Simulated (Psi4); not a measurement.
# BClF2 (SMILES FB(F)Cl): HF/STO-3G

What is the vertical ionisation energy of BClF2 at HF/STO-3G? 

The calculation is run with Psi4 1.11.

## 1. The system as given

BClF2 has 4 atoms, charge 0, and is taken as a singlet. As SMILES, `FB(F)Cl`. Geometry: relaxed at PBE0-D4/def2-TZVP.

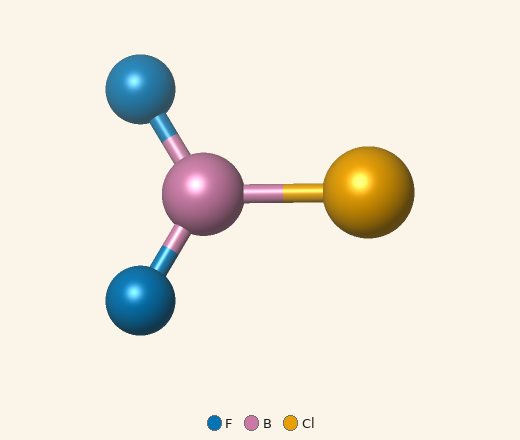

The structure, seen from a chosen angle (fluorine blue, boron pink, chlorine amber).

## 2. Energy and gradient at HF/STO-3G

Contents of bclf2.dat:

```
memory 1600 MB

molecule m {
  0 1
  F
  B 1 1.31045
  F 2 1.310267 1 119.00197
  Cl 2 1.73969 3 120.50141 1 179.99239
  symmetry c1
}

set {
  basis STO-3G
  puream true
  e_convergence 1e-09
  d_convergence 1e-08
  scf_type pk
}

result, w = gradient("hf", return_wfn=True)
oeprop(w, "MAYER_INDICES", "QUADRUPOLE", "LOWDIN_CHARGES")
print_variables()
```

Run with:

```
$ psi4 -i bclf2.dat -o bclf2.out -n 1
```

bclf2.out, shortened:

```text
[...]
  Running in c1 symmetry.
[...]
  Nuclear repulsion =  142.136297037602844
[...]
  Multiplicity = 1
[...]
  Nalpha       = 20
  Nbeta        = 20
[...]
    Number of basis functions: 24
[...]
   @RHF iter   1:  -675.06930177743300   -1.34346e+00   1.66086e-02 DIIS/ADIIS
[...]
   @RHF iter  10:  -675.19218566870552   -4.54747e-13   2.33034e-09 DIIS
[...]
    Orbital Energies [Eh]
    ---------------------
    Doubly Occupied:
       1A   -103.704753     2A    -26.012558     3A    -26.012402
       4A    -10.389037     5A     -7.832840     6A     -7.827868
       7A     -7.827352     8A     -7.593572     9A     -1.580200
      10A     -1.544640    11A     -1.049735    12A     -0.701385
      13A     -0.642673    14A     -0.627700    15A     -0.616318
      16A     -0.517051    17A     -0.510145    18A     -0.461259
      19A     -0.423421    20A     -0.417122
[...]
  @RHF Final Energy:  -675.19218566870552
   => Energetics <=
    Nuclear Repulsion Energy =            142.1362970376028443
    One-Electron Energy =               -1222.0729041012909875
    Two-Electron Energy =                 404.7444213949825667
    Total Energy =                       -675.1921856687056334
[...]
  -Total Gradient:
     Atom            X                  Y                   Z
    ------   -----------------  -----------------  -----------------
       1       -0.000005367908    -0.001154026077    -0.013529679419
       2        0.000010728451     0.044351775272     0.026307397189
       3       -0.000005368775    -0.012232938027     0.005460450614
       4        0.000000008232    -0.030964811163    -0.018238168392
[...]
 Multipole Moments:
 ------------------------------------------------------------------------------------
     Multipole            Electronic (a.u.)      Nuclear  (a.u.)        Total (a.u.)
 ------------------------------------------------------------------------------------
 L = 1.  Multiply by 2.5417464519 to convert [e a0] to [Debye]
 Dipole X            :          0.0002677           -0.0001291            0.0001386
 Dipole Y            :         -1.5545534            1.0795138           -0.4750395
 Dipole Z            :         -0.9153247            0.6358196           -0.2795051
 Magnitude           :                                                    0.5511675
 L = 2.  Multiply by 1.3450342976 to convert [e a0^2] to [Debye ang]
 Quadrupole XX       :        -17.1459493            0.0000014          -17.1459479
 Quadrupole XY       :          0.0137290           -0.0135375            0.0001915
[...]
```

Wall time 2.3 s (1 thread of Intel Xeon Platinum 8259CL at 2.50GHz (Skylake/Cascade Lake), shared host); peak memory 0.18 GiB.

## 3. The doublet cation at the same level

Contents of input.json:

```json
{
 "schema_name": "qcschema_input",
 "schema_version": 1,
 "molecule": {
  "schema_name": "qcschema_molecule",
  "schema_version": 2,
  "symbols": ["F", "B", "F", "Cl"],
  "geometry": [-0.32824543, -2.37028348, -1.03235738, -0.12680062, -0.07804569, -0.11716302, -1.91164695, 1.56866166, -0.60036599, 2.4715728, 0.765906, 1.71152495],
  "molecular_charge": 1,
  "molecular_multiplicity": 2,
  "fix_symmetry": "c1"
 },
 "driver": "gradient",
 "model": {
  "method": "hf",
  "basis": "STO-3G"
 },
 "keywords": {
  "reference": "uhf",
  "puream": true,
  "e_convergence": 1e-09,
  "d_convergence": 1e-08,
  "scf_type": "pk",
  "maxiter": 100,
  "scf_properties": ["WIBERG_LOWDIN_INDICES", "MAYER_INDICES", "MULLIKEN_CHARGES"]
 }
}
```

Run with:

```
$ psi4 --qcschema input.json -n 1 --memory 1600MB
```

stdout, shortened:

```text
[...]
  Running in c1 symmetry.
[...]
  Nuclear repulsion =  142.136300707000061
[...]
  Multiplicity = 2
[...]
  Nalpha       = 20
  Nbeta        = 19
[...]
    Number of basis functions: 24
[...]
   @UHF iter   1:  -674.66106943125271   -9.35230e-01   1.62409e-02 DIIS/ADIIS
[...]
   @UHF iter  15:  -674.80103884716539   -4.54747e-13   6.91294e-09 DIIS
[...]
   @S^2 Observed:                7.514325361E-01
[...]
  @UHF Final Energy:  -674.80103884716539
   => Energetics <=
    Nuclear Repulsion Energy =            142.1363007070000606
    One-Electron Energy =               -1206.8024734001546676
    Two-Electron Energy =                 389.8651338459891917
    Total Energy =                       -674.8010388471652732
  UHF NO Occupations:
  HONO-2 :   18  A 1.9998926
  HONO-1 :   19  A 1.9994882
[...]
 Multipole Moments:
 ------------------------------------------------------------------------------------
     Multipole            Electronic (a.u.)      Nuclear  (a.u.)        Total (a.u.)
 ------------------------------------------------------------------------------------
 L = 1.  Multiply by 2.5417464519 to convert [e a0] to [Debye]
 Dipole X            :         -0.1822258            0.9901965            0.8079706
 Dipole Y            :         -0.0589367            0.3216348            0.2626981
 Dipole Z            :         -0.1280307            0.6969061            0.5688755
 Magnitude           :                                                    1.0224706
[...]
  Mulliken Charges: (a.u.)
   Center  Symbol    Alpha    Beta     Spin     Total
       1     F     4.55357  4.53106  0.02251 -0.08462
       2     B     2.12191  2.18237 -0.06047  0.69572
       3     F     4.55355  4.53107  0.02247 -0.08462
       4    CL     8.77098  7.75550  1.01548  0.47352
   Total alpha = 20.00000, Total beta = 19.00000, Total charge =  1.00000
  Mayer Bond Indices:
  Total Bond Index:
  Irrep: 1 Size: 4 x 4
[...]
  -Total Gradient:
     Atom            X                  Y                   Z
    ------   -----------------  -----------------  -----------------
       1       -0.020340048261    -0.026566826887    -0.021255207549
       2        0.151181762979     0.049256405666     0.106473478219
       3       -0.034410743914     0.008628111086    -0.017349688107
       4       -0.096430970801    -0.031317689863    -0.067868582553
[...]
```

The result, in JSON:

```text
{
 "driver": "gradient",
 "model": {
  "method": "hf",
  "basis": "STO-3G"
 },
 "success": true,
 "return_result": [-0.02034004826115325, -0.02656682688688522, -0.02125520754929172, 0.15118176297947233, 0.04925640566599883, 0.10647347821905648, -0.034410743913602604, 0.00862811108645023, -0.017349688107047942, -0.0964309708009943, -0.03131768986294747, -0.067868582552524],
 "properties": {
  "calcinfo_nbasis": 24,
  "calcinfo_nmo": 24,
  "calcinfo_nalpha": 20,
  "calcinfo_nbeta": 19,
  "calcinfo_natom": 4,
  "nuclear_repulsion_energy": 142.13630070700006,
  "return_energy": -674.8010388471654,
  "return_gradient": [-0.02034004826115325, -0.02656682688688522, -0.02125520754929172, 0.15118176297947233, 0.04925640566599883, 0.10647347821905648, -0.034410743913602604, 0.00862811108645023, -0.017349688107047942, -0.0964309708009943, -0.03131768986294747, -0.067868582552524],
  "scf_one_electron_energy": -1206.8024734001547,
  "scf_two_electron_energy": 389.8651338459892,
  "scf_dipole_moment": [0.8079706470451989, 0.2626981212768502, 0.5688754702999642],
  "scf_total_energy": -674.8010388471654,
  "scf_total_gradient": [-0.02034004826115325, -0.02656682688688522, -0.02125520754929172, 0.15118176297947233, 0.04925640566599883, 0.10647347821905648, -0.034410743913602604, 0.00862811108645023, -0.017349688107047942, -0.0964309708009943, -0.03131768986294747, -0.067868582552524],
  "scf_iterations": 15
 }
}
```

Run time: 2.3 s. Hardware: 1 thread of Intel Xeon Platinum 8259CL at 2.50GHz (Skylake/Cascade Lake), shared host; peak memory 0.18 GiB.

## 4. Results

Level: HF/STO-3G.

```
                                          quantity          value
                       singlet BClF2: total energy  -675.19219 Eh
                      singlet BClF2: dipole moment         1.40 D
                        singlet BClF2: HOMO energy      -11.35 eV
                        singlet BClF2: LUMO energy        7.47 eV
                      singlet BClF2: HOMO–LUMO gap       18.82 eV
           singlet BClF2: largest force on an atom     2.652 eV/Å
                      doublet cation: total energy  -674.80104 Eh
doublet cation: HOMO energy (highest over α and β)      -20.88 eV
 doublet cation: LUMO energy (lowest over α and β)       -9.95 eV
                              doublet cation: ⟨S²⟩          0.751
          doublet cation: largest force on an atom     9.840 eV/Å
vertical ionisation energy (to the doublet cation)      10.644 eV
```

**Reading.** The vertical ionisation energy comes to 10.64 eV (1027 kJ/mol). The largest force (singlet BClF2) is 2.65 eV/Å: the shape isn't a stationary point for this species at this level. The negative HOMO energy of the first species, 11.35 eV, lies 0.71 eV above that difference. In a minimal basis such a difference can be off by several eV, whatever the method. Mulliken charges (doublet cation) run from -0.08 on F1 to +0.70 on B2.
